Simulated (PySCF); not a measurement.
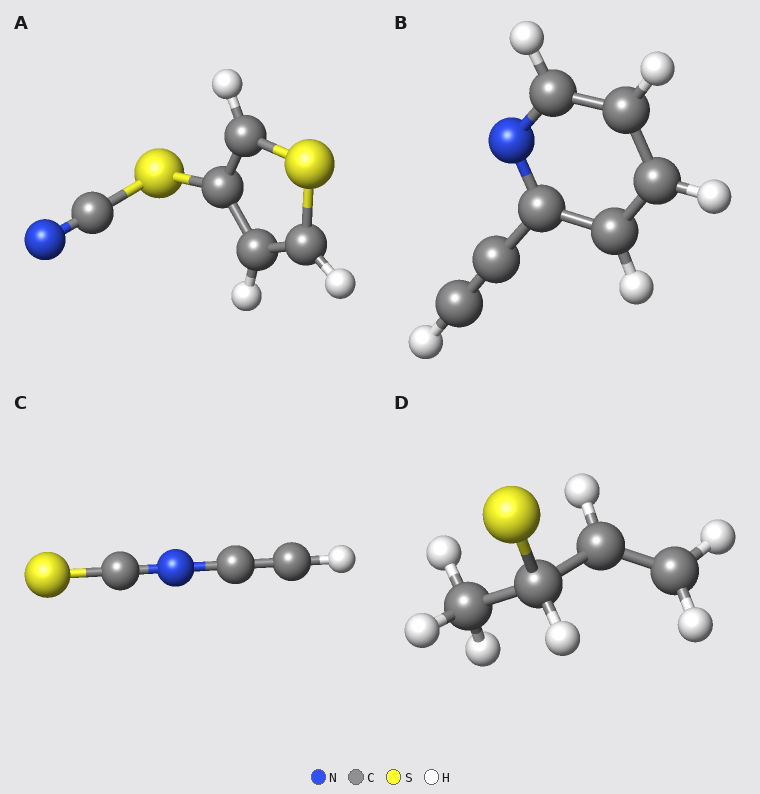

Simulated data, not a measurement (program: PySCF).

Match each picture to its SMILES.
(1) N#CSc1ccsc1
(2) C=C[C@H](C)[S-]
(3) C#Cc1ccccn1
(4) C#CN=C=S

A is (1), B is (3), C is (4), D is (2).
